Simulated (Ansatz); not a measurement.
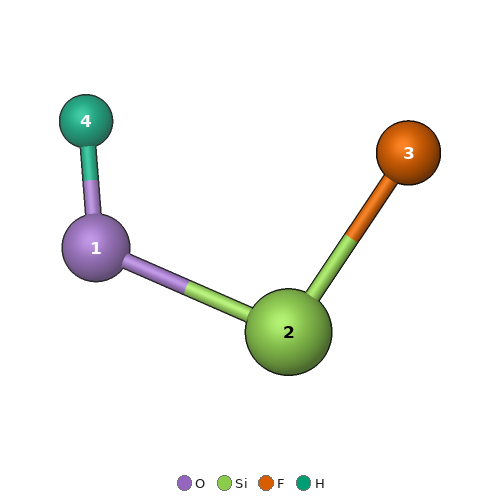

The computed structure is the end point of a PBE-D4/def2-SVP optimisation. No frequency run is at hand to confirm it as a minimum.

Give the bond lengths.

```tsv
bond	length (Å)	order
O1–Si2	1.676	single
O1–H4	0.979	single
Si2–F3	1.662	single
```
